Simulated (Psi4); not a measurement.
**CH5Ge− (SMILES [CH3][GeH2-]), step by step**

Aim: a geometry optimisation (B97-3c/def2-mTZVP), then vibrational wavenumbers of CH5Ge−. 

The results are computed with Psi4 1.11.

## Step 1: The structure to begin with

CH5Ge−: 7 atoms, total charge -1, spin state singlet. SMILES: `[CH3][GeH2-]`. The shape comes from GFN2-xTB, which is rough for such elements, and wasn't checked as a minimum. The run starts from this shape.

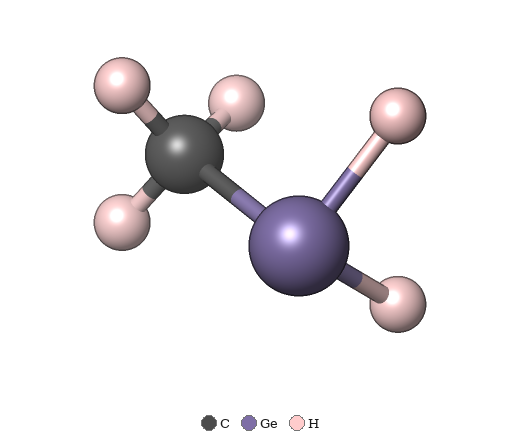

Viewed from a chosen angle; carbon dark grey, germanium purple, hydrogen pink.

## Step 2: A geometry optimisation at B97-3c/def2-mTZVP (density fitting) (run 1)

The input, input.dat:

```
memory 1600 MB

molecule system {
  -1 1
  C
  Ge 1 2.069605
  H 1 1.096571 2 110.6447
  H 1 1.096521 3 106.48243 2 120.30334
  H 1 1.088339 4 107.28005 3 -114.60475
  H 2 1.726046 1 92.40907 5 44.52959
  H 2 1.725694 6 88.97447 1 92.36049
}

set globals {
  reference    rks
  geom_maxiter 60
}

opt("b97-3c")
```

Started as:

```console
psi4 -n 1 input.dat output.dat
```

output.dat:

```text
[...]
  Running in c1 symmetry.
[...]
  Nuclear repulsion =  100.835807894909564
[...]
  Multiplicity = 1
[...]
  Nalpha       = 22
  Nbeta        = 22
[...]
    Number of basis functions: 70
[...]
   @DF-RKS iter   1: -2116.44920273191065   -1.30016e+00   4.81141e-02 DIIS/ADIIS
[...]
   @DF-RKS iter   7: -2118.80767744820605    9.09495e-13   1.53845e-09 DIIS
[...]
    Orbital Energies [Eh]
    ---------------------
    Doubly Occupied:
       1A   -396.632369     2A    -48.971689     3A    -43.620460
       4A    -43.620402     5A    -43.619097     6A     -9.681515
       7A     -5.719126     8A     -3.940370     9A     -3.940287
      10A     -3.935774    11A     -0.846026    12A     -0.845743
      13A     -0.842364    14A     -0.842355    15A     -0.840325
      16A     -0.423215    17A     -0.218823    18A     -0.161525
      19A     -0.160112    20A     -0.037882    21A     -0.037226
      22A      0.048253
[...]
  @DF-RKS Final Energy: -2118.80767744820605
   => Energetics <=
    Nuclear Repulsion Energy =            101.7767456790989371
    One-Electron Energy =               -3163.8624809844445736
    Two-Electron Energy =                1030.5486926974192556
    DFT Exchange-Correlation Energy =     -87.2486976604142654
    Empirical Dispersion Energy =          -0.0219371798654959
    VV10 Nonlocal Energy =                  0.0000000000000000
    Total Energy =                      -2118.8076774482060500
[...]
 Multipole Moments:
 ------------------------------------------------------------------------------------
     Multipole            Electronic (a.u.)      Nuclear  (a.u.)        Total (a.u.)
 ------------------------------------------------------------------------------------
 L = 1.  Multiply by 2.5417464519 to convert [e a0] to [Debye]
 Dipole X            :         -2.1609566            1.8502007           -0.3107559
 Dipole Y            :          1.3088525           -1.1206341            0.1882184
 Dipole Z            :          8.1001992           -8.3853921           -0.2851929
 Magnitude           :                                                    0.4618770
[...]
  -Total Gradient:
     Atom            X                  Y                   Z
    ------   -----------------  -----------------  -----------------
       1       -0.000030013344     0.000018044297     0.000005827312
       2       -0.000051316749     0.000030870235     0.000014518438
       3       -0.000002248963    -0.000002508520    -0.000011486689
       4        0.000001258090     0.000003208536    -0.000011573836
       5        0.000003589367    -0.000002175859     0.000027083294
       6        0.000026524620     0.000026471114     0.000009130916
       7       -0.000011232368    -0.000035486865     0.000009148640
[...]
    Final optimized geometry and variables:
    Molecular point group: c1
    Full point group: C1
    Geometry (in Angstrom), charge = -1, multiplicity = 1:
    C
    GE            1    2.080674
    H             1    1.093861      2  109.737939
    H             1    1.093861      3  107.236644      2  119.143144
    H             1    1.091614      4  108.013093      3 -116.189942
    H             2    1.627910      1   94.363063      5   46.006373
    H             2    1.627909      6   91.668924      1   94.505495
    Psi4 run time: 0:00:38.31
[...]
```

The script printed:

```text
Optimizer: Optimization complete!
```

Run time: 40 s. Hardware: 1 thread of Intel Xeon Platinum 8259CL at 2.50GHz (Skylake/Cascade Lake), shared host; peak memory 0.54 GiB.

The path in brief:

| step | energy from the first frame kept (eV) | largest force (eV/Å) |
| --- | --- | --- |
| 0 | 0.0000 | 1.2335 |
| 1 | -0.0794 | 0.3794 |
| 2 | -0.0860 | 0.1173 |
| 3 | -0.0868 | 0.0303 |
| 4 | -0.0869 | 0.0121 |
| 5 | -0.0869 | 0.0032 |

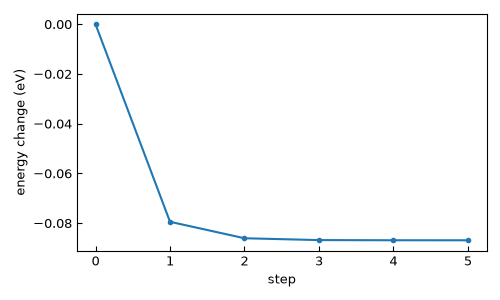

Energy along the run.

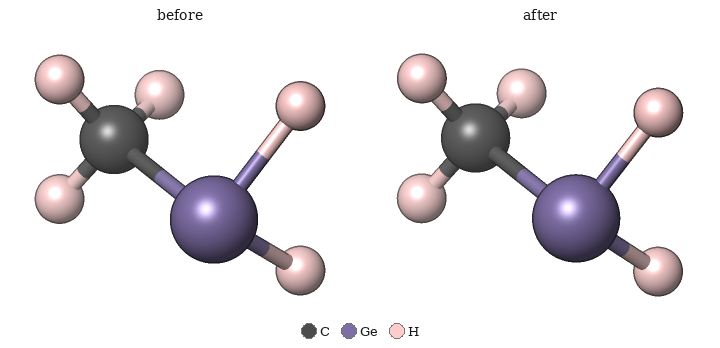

Before and after, at one scale.

After the run. Bond lengths: C1–Ge2 2.081 Å, C1–H3 1.094 Å, C1–H4 1.094 Å, C1–H5 1.092 Å, Ge2–H6 1.628 Å, Ge2–H7 1.628 Å. Angles: C1–Ge2–H6 94.4°, C1–Ge2–H7 94.4°, Ge2–C1–H3 109.7°, Ge2–C1–H4 109.7°, Ge2–C1–H5 113.9°, H6–Ge2–H7 91.7°, H3–C1–H4 107.2°, H3–C1–H5 108.0°, H4–C1–H5 108.0°.

## Step 3: Vibrational wavenumbers at B97-3c/def2-mTZVP (density fitting) (run 2)

The input, input.dat:

```
memory 1.6 GB

molecule m {
  -1 1
  C
  Ge 1 2.080675
  H 1 1.09386 2 109.73793
  H 1 1.093861 3 107.23661 2 119.14309
  H 1 1.091613 3 108.01314 4 116.19001
  H 2 1.627911 1 94.36307 5 46.00639
  H 2 1.627909 6 91.66893 1 94.50553
  units angstrom
  symmetry c1
}

set t 298.15
set rotational_symmetry_number 1

e_tot, wfn = frequencies('b97-3c', return_wfn=True)
```

Started as:

```console
psi4 -i input.dat -o output.dat -n 1
```

output.dat, shortened:

```text
[...]
  Running in c1 symmetry.
[...]
  Nuclear repulsion =  101.776727841876593
[...]
  Multiplicity = 1
[...]
  Nalpha       = 22
  Nbeta        = 22
[...]
    Number of basis functions: 70
[...]
   @DF-RKS iter   1: -2116.48914328330284   -1.27989e+00   4.80053e-02 ADIIS/DIIS
[...]
   @DF-RKS iter  13: -2118.80767723842609    0.00000e+00   3.19981e-09 DIIS
[...]
  @DF-RKS Final Energy: -2118.80767723842609
   => Energetics <=
    Nuclear Repulsion Energy =            101.7767148967999020
    One-Electron Energy =               -3163.8624174074802795
    Two-Electron Energy =                1030.5486597994608928
    DFT Exchange-Correlation Energy =     -87.2486973622400797
    Empirical Dispersion Energy =          -0.0219371649668247
    VV10 Nonlocal Energy =                  0.0000000000000000
    Total Energy =                      -2118.8076772384260948
[...]
 Multipole Moments:
[...]
  -Total Gradient:
     Atom            X                  Y                   Z
    ------   -----------------  -----------------  -----------------
       1       -0.000072454305    -0.000052587259     0.000005620280
       2       -0.000026926175     0.000071553882     0.000014480552
       3       -0.000000226841    -0.000003087333     0.000010306469
       4       -0.000000174767     0.000004903406    -0.000033341315
       5        0.000002815692    -0.000003027485     0.000027245339
       6        0.000048011156     0.000033938546     0.000067699908
       7       -0.000014551156    -0.000013381613    -0.000049368242
[...]
  ==> Harmonic Vibrational Analysis <==
[...]
  Freq [cm^-1]                 177.2460            454.0949            543.1925
[...]
  IR activ [km/mol]             3.4642             61.5670              0.1630
[...]
  Freq [cm^-1]                 561.3621            804.8198            830.1680
[...]
  IR activ [km/mol]             7.1667             102.0542            22.4453
[...]
  Freq [cm^-1]                 868.1264           1182.3874           1472.2950
[...]
  IR activ [km/mol]            79.2706              0.5391              1.1242
[...]
  Freq [cm^-1]                1479.1412           1631.9788           1641.4589
[...]
  IR activ [km/mol]             1.8074             661.3086            746.9525
[...]
  Freq [cm^-1]                2939.5393           3009.4337           3022.9461
[...]
  IR activ [km/mol]            119.9699            91.1086             80.0682
[...]
```

The script printed:

```text
Warning: used thermodynamics relations inappropriate for low-frequency modes: ['177.2460' '454.0949' '543.1925' '561.3621']
```

It took 4.4 min on 1 thread of Intel Xeon Platinum 8259CL at 2.50GHz (Skylake/Cascade Lake), shared host; peak memory 0.56 GiB.

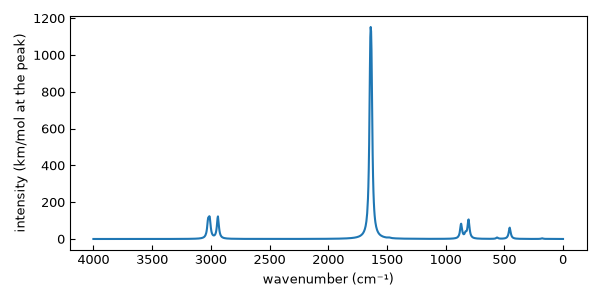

Harmonic infrared spectrum, unscaled, lines broadened by 10 cm⁻¹.

## Step 4: Results

| quantity | value |
| --- | --- |
| run 1, B97-3c/def2-mTZVP: total energy at the end | -2118.80768 Eh |
| run 1, B97-3c/def2-mTZVP: HOMO energy | 1.31 eV |
| run 1, B97-3c/def2-mTZVP: LUMO energy | 5.09 eV |
| run 1, B97-3c/def2-mTZVP: HOMO–LUMO gap (to an unbound level, set by the basis) | 3.78 eV |
| run 2, B97-3c/def2-mTZVP: lowest harmonic wavenumber | 177 cm⁻¹ |
| run 2, B97-3c/def2-mTZVP: highest harmonic wavenumber | 3023 cm⁻¹ |
| run 2, B97-3c/def2-mTZVP: zero-point energy | 123.3 kJ/mol |
| run 2, B97-3c/def2-mTZVP: ideal-gas entropy at 298.15 K (symmetry number 1 as used) | 66.2 cal/(mol K) |

The optimisation (run 1, B97-3c/def2-mTZVP) took 6 steps and changed the energy by -0.087 eV. The HOMO (run 1, B97-3c/def2-mTZVP) lies at positive energy, 1.31 eV, as semi-local functionals often give for anions; only total energies tell whether the electron is bound. All 15 modes (run 2, B97-3c/def2-mTZVP) are real, so the shape is a minimum at this level.
